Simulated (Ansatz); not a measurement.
# GeO (SMILES [O]=[Ge]): BCCD(T)/STO-3G

Aim: the energy change on altering one bond length of GeO at BCCD(T)/STO-3G, from 2 runs. 

Program for the calculation: Ansatz 0.2.0.

69 further runs of the same task are left out: 29 that didn't finish, 40 set aside as unsound or not needed.

## 1. The molecule

GeO: 2 atoms, total charge 0, spin state singlet. As SMILES, `[O]=[Ge]`. The shape comes from GFN2-xTB, which is rough for such elements, and wasn't checked as a minimum.

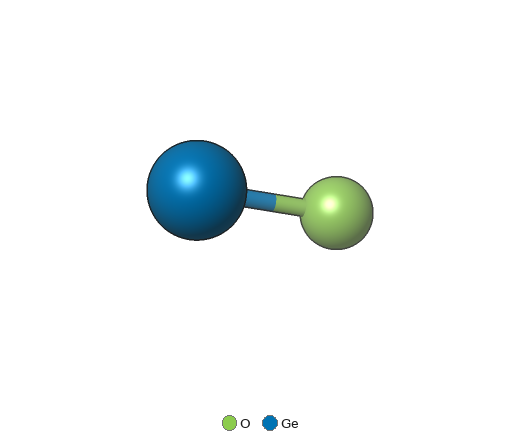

The structure, seen from a chosen angle (oxygen green, germanium blue).

## 2. The energy at BCCD(T)/STO-3G

Input file job.yaml:

```yaml
crystal:
  periodic: [false, false, false]
  atoms:
    - {symbol: O, position_ang: [0.000000, 0.000000, 0.000000]}
    - {symbol: Ge, position_ang: [0.000000, 0.000000, 1.576490]}
basis:
  gaussian: {orbitals: STO-3G}
correlation: {method: bccd_t, frozen_orbitals: {Ge: 9, O: 1}}
accuracy: high
scf: {omitted_lower_state_checks: [cluster_reference, increment]}
```

The run is started by

```sh
ansatz run job.yaml --threads 1 --pin off --max-ram 2610MiB --events-out events.jsonl --progress --plain --runs-dir runs
```

Log:

```text
Warning: RAYON_NUM_THREADS=1 ignored (pool sized by the plan → 1); use --threads N
Functional definition: HF
  name "HF"
  exchange = exact_x
  correlation = 0
these checks for a lower state are left out or cut short: cluster_reference, increment
303 factors; integrals over basis functions are off by at most 2.6e-8 eV
mean field evaluation 1: about -57834.5185 eV, gradient 3.2e1 eV
mean field evaluation 2: about -57834.5592 eV, gradient 3.2e1 eV
mean field evaluation 4: about -57839.3455 eV, gradient 4.8e0 eV
mean field evaluation 8: about -57839.4176 eV, gradient 2.7e-5 eV
mean field -57839.41543500 eV, -2125.5593122722 hartree, gradient 3.2e-8 eV, S^2 0.000000; 0 other end points of the search recorded, 0 dependent functions left out; unrestricted orbitals would lower it
10 core orbitals not correlated: weight in the atoms' cores, before any rotation towards them, 1.000 or more for the frozen orbitals, at most 0.000 for the correlated occupied ones
reference -57839.41543500 eV, -2125.5593122722 hartree; 10, 10 occupied and 3, 3 virtual orbitals, 303 factors
second order -4.15403438 eV of doubles, -0.00000000 eV of singles
cycle   1  -2.26382003 eV  change     1.9e0 eV  update   2.3e-1
cycle   2  -3.48739925 eV  change    -1.2e0 eV  update   2.2e-1
cycle   3  -3.60021079 eV  change   -1.1e-1 eV  update   2.1e-2
cycle   4  -3.58123344 eV  change    1.9e-2 eV  update   1.3e-2
cycle   5  -3.60300803 eV  change   -2.2e-2 eV  update   3.7e-3
cycle   6  -3.59668882 eV  change    6.3e-3 eV  update   1.3e-3
cycle   7  -3.59739545 eV  change   -7.1e-4 eV  update   2.8e-4
cycle   8  -3.59803642 eV  change   -6.4e-4 eV  update   1.5e-4
cycle   9  -3.59795803 eV  change    7.8e-5 eV  update   2.8e-5
cycle  10  -3.59793757 eV  change    2.0e-5 eV  update   9.1e-6
cycle  11  -3.59793379 eV  change    3.8e-6 eV  update   1.5e-6
cycle  12  -3.59793609 eV  change   -2.3e-6 eV  update   6.0e-7
cycle  13  -3.59793661 eV  change   -5.1e-7 eV  update   1.6e-7
cycle  14  -3.59793660 eV  change    4.9e-9 eV  update   6.2e-8
cycle  15  -3.59793497 eV  change    1.6e-6 eV  update   1.8e-7
cycle  16  -3.59793547 eV  change   -4.9e-7 eV  update   1.1e-7
cycle  17  -3.59793522 eV  change    2.4e-7 eV  update   4.2e-8
cycle  18  -3.59793522 eV  change    3.8e-9 eV  update   1.7e-8
cycle  19  -3.59793522 eV  change   -3.7e-9 eV  update   8.4e-9
cycle  20  -3.59793523 eV  change   -7.9e-9 eV  update   2.1e-9
cycle  21  -3.59793523 eV  change  -7.5e-10 eV  update  5.7e-10
perturbative correction -0.56934689 eV, -0.0209231123 hartree
Total energy: -57843.58271712 eV, -2125.7124570655 hartree
Checks for a lower state left out: cluster_reference, increment
```

Run time: 0.3 s. Hardware: 1 thread of Arm Neoverse V1, shared host.

## 3. The distorted shape, same level

Input file in.yaml:

```yaml
crystal:
  periodic: [false, false, false]
  atoms:
    - symbol: O
      position_ang: [0.000000, 0.000000, -0.394110]
    - symbol: Ge
      position_ang: [0.000000, 0.000000, 1.576490]
basis:
  gaussian:
    orbitals: STO-3G
accuracy: high
scf:
  omitted_lower_state_checks: [cluster_reference, increment]
correlation:
  method: bccd_t
  frozen_orbitals: {Ge: 9, O: 1}
```

The run is started by

```sh
ansatz run in.yaml --threads 1 --pin off --max-ram 2610MiB --events-out events.jsonl --progress --plain --runs-dir runs
```

Log:

```text
Warning: RAYON_NUM_THREADS=1 ignored (pool sized by the plan → 1); use --threads N
[... 4 set-up lines as earlier in the session ...]
these checks for a lower state are left out or cut short: cluster_reference, increment
294 factors; integrals over basis functions are off by at most 2.3e-8 eV
mean field evaluation 1: about -57824.6628 eV, gradient 4.2e1 eV
mean field evaluation 2: about -57824.6986 eV, gradient 4.2e1 eV
mean field evaluation 4: about -57835.2289 eV, gradient 4.5e0 eV
mean field evaluation 8: about -57835.3780 eV, gradient 5.1e-1 eV
mean field evaluation 16: about -57834.3259 eV, gradient 6.6e0 eV
mean field evaluation 32: about -57832.0554 eV, gradient 8.1e0 eV
mean field -57835.37095146 eV, -2125.4106802437 hartree, gradient 5.0e-8 eV, S^2 0.000000; 4 other end points of the search recorded, 0 dependent functions left out; unrestricted orbitals would lower it
10 core orbitals not correlated: weight in the atoms' cores, before any rotation towards them, 1.000 or more for the frozen orbitals, at most 0.000 for the correlated occupied ones
reference -57835.37095146 eV, -2125.4106802437 hartree; 10, 10 occupied and 3, 3 virtual orbitals, 294 factors
second order -5.42434407 eV of doubles, -0.00000000 eV of singles
cycle   1  2.50329022 eV  change     7.9e0 eV  update   5.6e-1
cycle   2  -4.20091668 eV  change    -6.7e0 eV  update   9.3e-1
cycle   3  -4.65636824 eV  change   -4.6e-1 eV  update   1.0e-1
cycle   4  -4.32027899 eV  change    3.4e-1 eV  update   1.0e-1
cycle   5  -4.52338561 eV  change   -2.0e-1 eV  update   4.0e-2
cycle   6  -4.49057662 eV  change    3.3e-2 eV  update   9.3e-3
cycle   7  -4.48758335 eV  change    3.0e-3 eV  update   4.9e-3
cycle   8  -4.48594968 eV  change    1.6e-3 eV  update   7.9e-4
cycle   9  -4.48952273 eV  change   -3.6e-3 eV  update   7.0e-4
cycle  10  -4.48924993 eV  change    2.7e-4 eV  update   1.8e-4
cycle  11  -4.48903076 eV  change    2.2e-4 eV  update   7.6e-5
cycle  12  -4.48904124 eV  change   -1.0e-5 eV  update   1.8e-5
cycle  13  -4.48900492 eV  change    3.6e-5 eV  update   9.4e-6
cycle  14  -4.48900889 eV  change   -4.0e-6 eV  update   1.8e-6
cycle  15  -4.48901294 eV  change   -4.0e-6 eV  update   1.0e-6
cycle  16  -4.48901439 eV  change   -1.4e-6 eV  update   3.7e-7
cycle  17  -4.48901507 eV  change   -6.9e-7 eV  update   1.5e-7
cycle  18  -4.48901456 eV  change    5.2e-7 eV  update   1.5e-7
cycle  19  -4.48901469 eV  change   -1.3e-7 eV  update   6.4e-8
cycle  20  -4.48901469 eV  change    1.2e-9 eV  update   5.5e-8
cycle  21  -4.48901470 eV  change   -1.5e-8 eV  update   4.4e-8
cycle  22  -4.48901470 eV  change    5.8e-9 eV  update   3.5e-8
cycle  23  -4.48901465 eV  change    5.0e-8 eV  update   1.8e-8
cycle  24  -4.48901467 eV  change   -2.1e-8 eV  update   6.3e-9
cycle  25  -4.48901467 eV  change    3.0e-9 eV  update   1.4e-9
cycle  26  -4.48901467 eV  change   -4.3e-9 eV  update  6.5e-10
cycle  27  -4.48901467 eV  change    1.5e-9 eV  update  2.4e-10
perturbative correction -1.47035843 eV, -0.0540346756 hartree
Total energy: -57841.33032456 eV, -2125.6296831657 hartree
Checks for a lower state left out: cluster_reference, increment
```

It took 0.38 s on 1 thread of Arm Neoverse V1, shared host.

## 4. Results

Level: BCCD(T)/STO-3G, 10 core orbitals frozen.

```
                                                          quantity           value
                                         first shape: total energy  -2125.71246 Eh
         first shape: correlation energy (10 core orbitals frozen)      -153.1 mEh
                                       first shape: (T) correction      -20.92 mEh
                                     distorted shape: total energy  -2125.62968 Eh
     distorted shape: correlation energy (10 core orbitals frozen)      -219.0 mEh
                                   distorted shape: (T) correction      -54.03 mEh
energy change with the O1–Ge2 bond stretched from 1.576 to 1.971 Å        2.252 eV
```

With the O1–Ge2 bond stretched from 1.576 to 1.971 Å the energy rises by 2.25 eV (217 kJ/mol). The first shape isn't relaxed at this level, so the change isn't measured from a minimum. The minimal basis adds a large error of its own. The restricted solution (first shape) is unstable to spin breaking: an unrestricted one lies lower. The triples (first shape) make up 13.7 % of the correlation energy. The restricted solution (distorted shape) is unstable to spin breaking: an unrestricted one lies lower. The triples (distorted shape) make up 24.7 % of the correlation energy.
